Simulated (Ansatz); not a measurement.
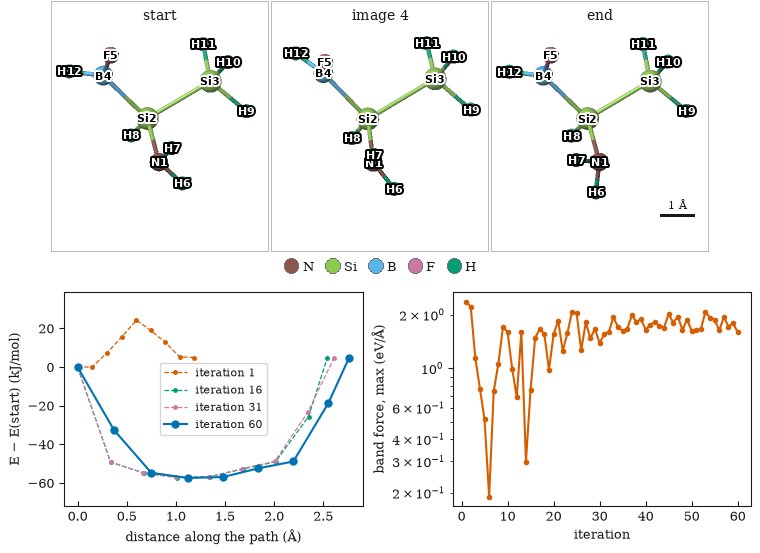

A search for the minimum-energy path of BSi2NH7F by the nudged elastic band. Images are numbered from 0 (start) to 8 (end). The plot follows the band through its iterations. Style: ball-and-stick. Shown at a tilt.

Method: Ansatz 0.2.0, RKS B3LYP/def2-SVP. Set-up: 7 movable images; climbing image; force threshold 0.03 eV/Å; iteration limit 60; starting path through a guess of the saddle point; end points as typed, not relaxed.

Did the band converge, and can the barrier be trusted?

The result isn't final. The band hadn't converged when the run stopped after 60 iterations. The largest component of the band force went from 2.4 to 1.6 eV/Å. The end points weren't relaxed, so energies relative to them aren't barriers between minima. The first iteration put the highest image at 24.3 kJ/mol. There is no barrier: the inner images dip to −57.3 kJ/mol relative to the start, below both ends (the end lies at +5.0 kJ/mol), so the ends aren't minima along this motion.

Cost: 8.1 min on 2 threads of AMD EPYC 9R45 96-Core Processor (Zen 5) (shared host), peak memory 0.29 GiB.
